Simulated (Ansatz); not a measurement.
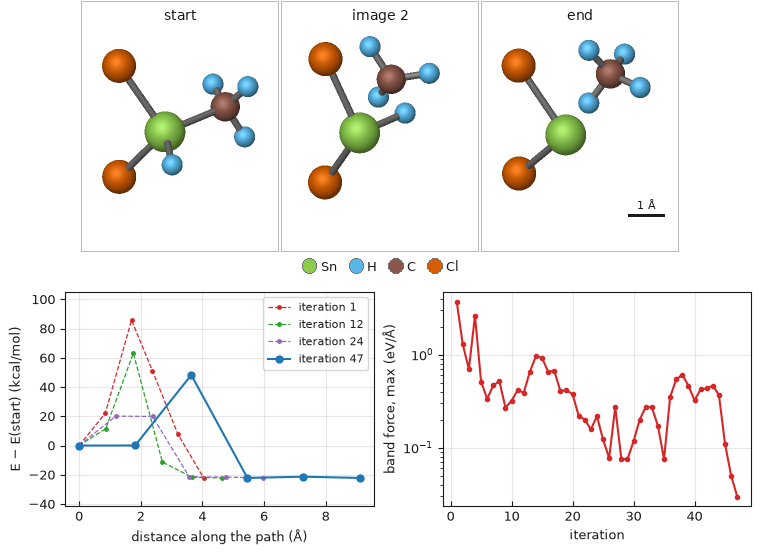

A search for the minimum-energy path of CH$_{4}$Cl$_{2}$Sn by the nudged elastic band. Images are numbered from 0 (start) to 5 (end). The plot follows the band through its iterations. A ball-and-stick model, seen at a tilt.

These are results of RKS B3LYP-D4/def2-SVP (Ansatz), not measurements.

Input
```yaml
crystal:
  periodic: [false, false, false]
  atoms:
    - { symbol: Sn, position_ang: [0.201547, -0.040269, 0.532043] }
    - { symbol: H, position_ang: [-0.468019, -0.209775, 2.100287] }
    - { symbol: C, position_ang: [2.333733, 0.02704, 0.278917] }
    - { symbol: H, position_ang: [2.763658, -0.940031, 0.574852] }
    - { symbol: H, position_ang: [2.545085, 0.223262, -0.780884] }
    - { symbol: H, position_ang: [2.749104, 0.833254, 0.899652] }
    - { symbol: Cl, position_ang: [-0.699088, 1.942842, -0.396866] }
    - { symbol: Cl, position_ang: [-0.621221, -1.836322, -0.7733] }
basis:
  gaussian: { orbitals: def2-SVP }
hamiltonian:
  xc: b3lyp
  dispersion: d4
neb:
  order_check: false
  images: 4
  f_tol: 0.05
  max_iterations: 60
  climbing: false
  final_atoms:
    - { symbol: Sn, position_ang: [-1.12061702, -0.11716767, 0.36160437] }
    - { symbol: H, position_ang: [1.75039121, 0.08014736, 1.85055399] }
    - { symbol: C, position_ang: [2.23923382, 0.07899274, 0.86263543] }
    - { symbol: H, position_ang: [2.00124783, -0.84820346, 0.32164709] }
    - { symbol: H, position_ang: [1.90865073, 0.94702086, 0.27440098] }
    - { symbol: H, position_ang: [3.32744264, 0.13873359, 1.01327751] }
    - { symbol: Cl, position_ang: [-0.74988121, 1.69825822, -1.18366728] }
    - { symbol: Cl, position_ang: [-0.55166901, -1.97778064, -1.06575108] }
  initial_path:
    images:
      - { positions_ang: [[0.201547, -0.040269, 0.532043], [-0.468019, -0.209775, 2.100287], [2.333733, 0.02704, 0.278917], [2.763658, -0.940031, 0.574852], [2.545085, 0.223262, -0.780884], [2.749104, 0.833254, 0.899652], [-0.699088, 1.942842, -0.396866], [-0.621221, -1.836322, -0.7733]] }
      - { positions_ang: [[0.11980332, -0.03195578, 0.32362797], [0.14287966, -0.12924359, 1.91391574], [2.29982479, 0.02416816, 0.4403698], [2.70429928, -0.97154991, 0.56285885], [2.43804591, 0.35544154, -0.5846245], [2.80872541, 0.71872155, 1.10474225], [-0.89284194, 1.93744091, -0.54563909], [-0.81593743, -1.90302188, -0.78055002]] }
      - { positions_ang: [[0.03805965, -0.02364257, 0.11521294], [0.75377831, -0.04871218, 1.72754448], [2.26591658, 0.02129632, 0.6018226], [2.64494055, -1.00306883, 0.55086569], [2.33100682, 0.48762108, -0.388365], [2.86834682, 0.6041891, 1.30983249], [-1.08659587, 1.93203981, -0.69441217], [-1.01065386, -1.96972175, -0.78780004]] }
      - { positions_ang: [[-0.22637316, -0.0390223, 0.08112521], [1.19746035, 0.0092723, 1.67759788], [2.24701675, 0.03168687, 0.71856629], [2.49245852, -0.98470332, 0.50022471], [2.20371996, 0.63237286, -0.177308], [2.98401455, 0.46528502, 1.3325576], [-1.09675451, 1.88312306, -0.85177243], [-0.99674346, -1.99801348, -0.84629026]] }
      - { positions_ang: [[-0.67349509, -0.07809498, 0.22136479], [1.47392578, 0.04470983, 1.76407594], [2.24312528, 0.05533981, 0.79060086], [2.24685317, -0.91645339, 0.4109359], [2.05618535, 0.78969686, 0.04854649], [3.1557286, 0.30200931, 1.17291755], [-0.92331786, 1.79069064, -1.01771986], [-0.77420623, -1.98789706, -0.95602067]] }
      - { positions_ang: [[-1.12061702, -0.11716767, 0.36160437], [1.75039121, 0.08014736, 1.85055399], [2.23923382, 0.07899274, 0.86263543], [2.00124783, -0.84820346, 0.32164709], [1.90865073, 0.94702086, 0.27440098], [3.32744264, 0.13873359, 1.01327751], [-0.74988121, 1.69825822, -1.18366728], [-0.55166901, -1.97778064, -1.06575108]] }
```

Command:
```bash
ansatz run input.yaml --threads 2 --pin off --max-ram 3072MiB --backend cpu --events-out ev --progress --plain --runs-dir out
```

Did the band converge, and can the barrier be trusted?

Answer. The run is converged, with reservations. The band converged in 47 iterations. The largest component of the band force went from 3.7 to 0.03 eV/Å. No image climbed, so the highest image needn't lie on the saddle point, and the true maximum along this path can be higher. The first iteration put the highest image at 85.8 kcal/mol. The highest point, image 2, lies 48.3 kcal/mol above the start and 70.4 kcal/mol above the end; the end is at −22.2 kcal/mol relative to the start.
